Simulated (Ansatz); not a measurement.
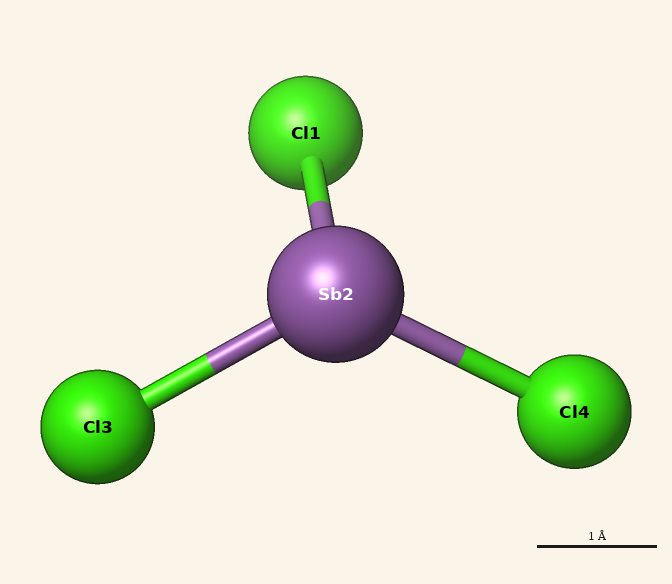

Source: calculation with Ansatz.

Geometry: moved along internal coordinates away from the minimum.

### What is the geometry at Sb2?

Sb2 has 3 neighbours (Cl1 at 2.33, Cl3 at 2.33, Cl4 at 2.33 Å); the arrangement is trigonal pyramidal.
